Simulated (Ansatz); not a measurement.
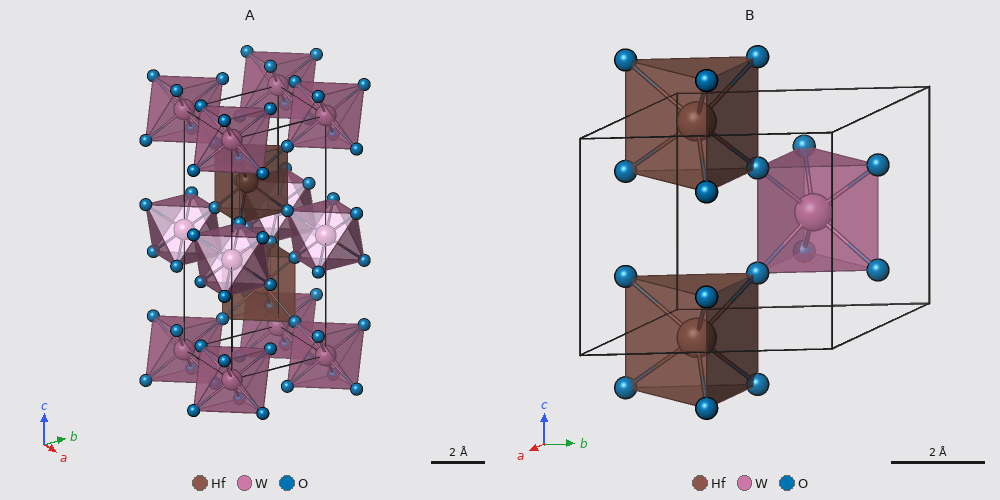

Two structures of HfWO6, each relaxed to rest (conventional cells in solid outline, small ones repeated, not to one scale). Method: Ansatz, DFT PBE, scalar-relativistic, plane waves, PAW, with collinear spins.

**Name structures A and B.**

A: 16 atoms a cell on a primitive hexagonal lattice, P6_3/mmc. B: 8 atoms a cell on a primitive hexagonal lattice, P-6m2.

**Which structure wins energetically, and by what margin?**

A is lower, by 22 meV/atom at this level of theory (energies at zero smearing). Volumes: A 15.7, B 15.6 Å³/atom.

One or both may be structure types tried for this composition rather than known phases.
